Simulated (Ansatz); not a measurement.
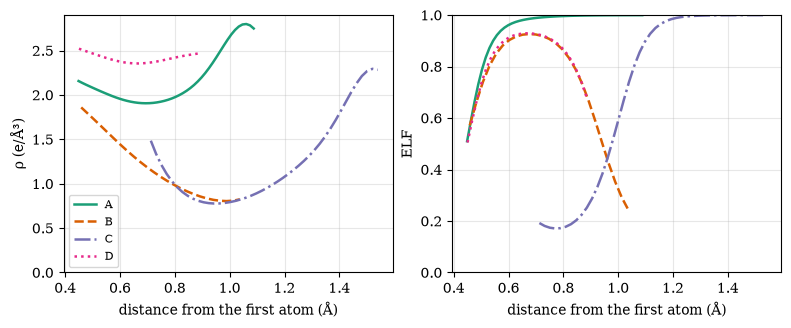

The picture shows: C$_{2}$H$_{4}$Zn. Total electron density and electron localisation function along straight lines between neighbouring atoms. The curves leave out the atomic cores.

Geometry: PBE0-D4/def2-TZVP.

These are results of isolated molecule in a Gaussian basis; Kohn-Sham density functional theory, functional PBE0 (Ansatz), not measurements.

Input

```
crystal:
  periodic: [false, false, false]
  atoms:
    - {symbol: C, position_ang: [-0.870025, -0.505166, -0.426359]}
    - {symbol: C, position_ang: [0.349701, -0.090263, -0.771283]}
    - {symbol: Zn, position_ang: [1.889581, -0.191519, 0.386539]}
    - {symbol: H, position_ang: [-1.090174, -0.937485, 0.547026]}
    - {symbol: H, position_ang: [0.445351, 0.325528, -1.775233]}
    - {symbol: H, position_ang: [-1.722387, -0.435921, -1.100958]}
    - {symbol: H, position_ang: [3.109313, -0.279165, 1.322668]}
basis:
  gaussian: {orbitals: def2-TZVPD}
hamiltonian: {xc: {name: PBE0}}
output: {forces: true, orbitals: {seedname: orbitals}}
magnetization: {spin_polarized: false, initial_magnetization: 0}
```

Command:

```sh
ansatz run input.yaml --threads 2 --pin off --max-ram 4350MiB --events-out events.jsonl --progress --plain --runs-dir runs
```

Which curve belongs to which contact (C–C, C–H, C–Zn and Zn–H)? The first atom named is at distance zero.

Curve A: C–H (1.09 Å): ρ at the midpoint is about 2 e/Å³; the ELF climbs to about 1 towards the hydrogen, as it does in any bond to H (a covalent bond by its length). Curve B: C–Zn (1.93 Å): ρ is about 0.81 e/Å³ halfway; the ELF peaks at about 0.95 in the valence shell of C, 0.7 Å from its nucleus, and is about 0.45 at the midpoint. Curve C: Zn–H (1.54 Å): ρ is about 1.1 e/Å³ halfway; the ELF climbs to about 1 towards the hydrogen. Curve D: C–C (1.33 Å): ρ at the midpoint is about 2.4 e/Å³; the ELF peaks at about 0.95 between the atoms; a short, multiple covalent bond.
